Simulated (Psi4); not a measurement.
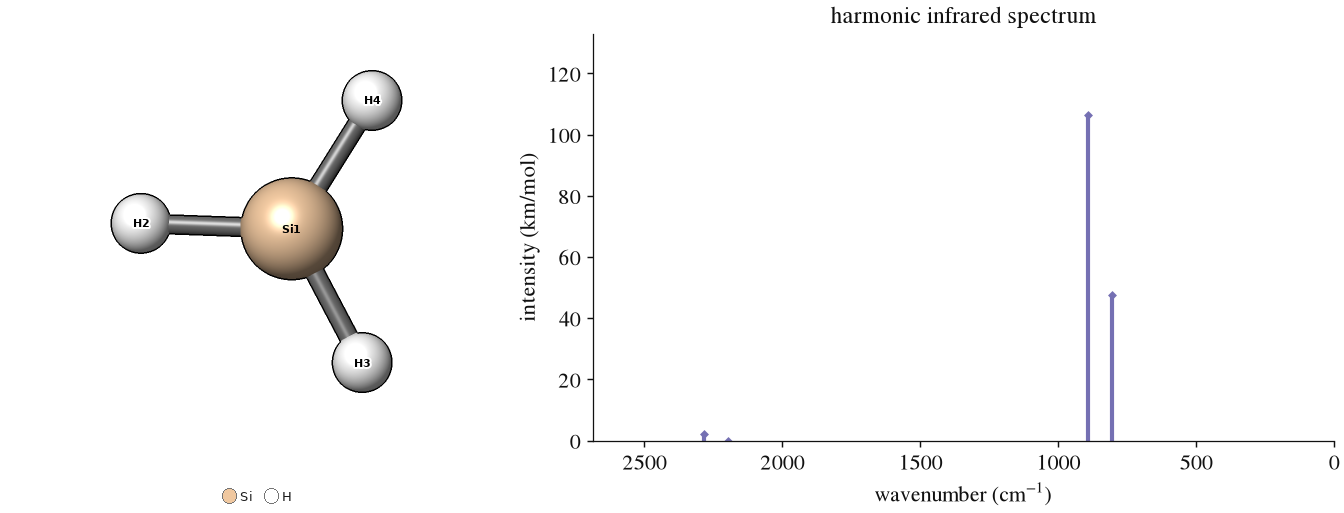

Infrared spectrum of SiH₃⁺, SMILES [SiH3+]. Unscaled harmonic wavenumbers and double-harmonic intensities, PBE/def2-SVP with Psi4 1.11, at a geometry relaxed at this level, isolated molecule. Modes within 2 cm⁻¹ of each other count as one line, with their intensities summed.

**List the modes.**

```
       cm⁻¹  km/mol
      805.6    47.5
 889.8 (×2)   106.4
     2198.0     0.0
2284.3 (×2)     2.1
```

Caveats: double-zeta basis.
